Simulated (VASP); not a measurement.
Band structure of YC (relaxed from the CsCl type structure, space group Pm-3m). Level of theory: PBEsol GGA, VASP's PBE PAW potentials (set 64) (plane waves; VASP).

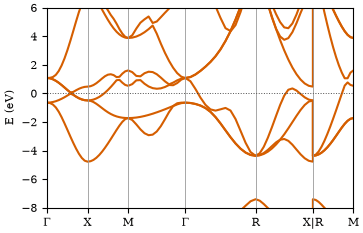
*Bands along high-symmetry lines, zero at the valence-band maximum or, without a gap, the Fermi level*

**Question.** Read the plot: is there a gap, and where are the band edges?

**Answer.** It has no gap at this level: it comes out as a metal or semimetal. (Edges off the drawn lines would not show.)

The structure was generated: YC was put into the CsCl type type (Pm-3m), which need not be its known phase. It was relaxed first, which changed the volume by -31 %. The electron count is odd and the run is not spin-polarised, which forces a metal.
